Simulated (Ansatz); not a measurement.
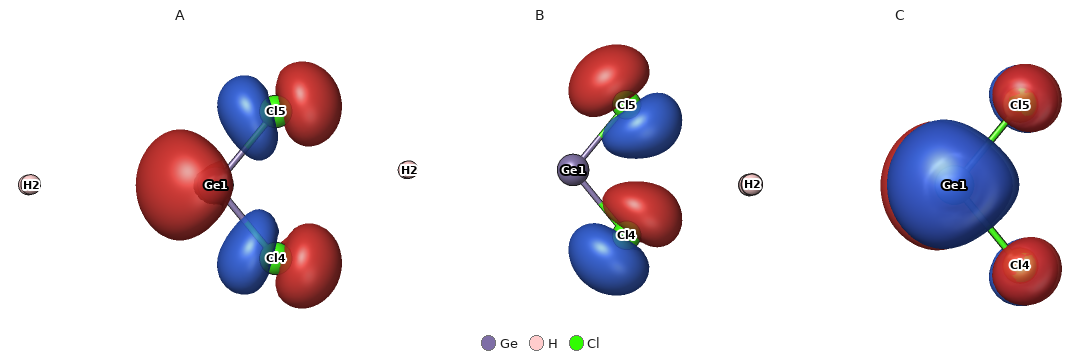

Figure 1: Cl₂Ge···H₂. Three frontier orbitals at ±0.1 Å⁻³ᐟ² (red and blue are the two phases), in no order.

All numbers below come from RKS B3LYP/def2-SVP (Ansatz 0.2.0).

```xyz
5

Ge   -0.8264    0.0000   -0.5889
H     2.4923    0.0000    2.2296
H     2.9301    0.0000    1.6075
Cl   -1.9757    1.7090   -1.3959
Cl   -1.9757   -1.7090   -1.3959
```

> Order the three orbitals by energy and name them.

B is the HOMO−1 (−8.38 eV). By Hirshfeld shares it lies mainly on Cl4 (about 50 %) and Cl5 (about 50 %); largely a combination of lone pairs on Cl4 and Cl5. A is the HOMO (−7.74 eV). Its weight (Hirshfeld) is mainly on Ge1 (about 40 %), Cl4 (about 30 %) and Cl5 (about 30 %). C is the LUMO (−3.17 eV). It lies mainly on Ge1 (about 80 %), Cl4 (about 10 %) and Cl5 (about 10 %).

> What is the HOMO–LUMO gap?

4.57 eV between the orbital energies.
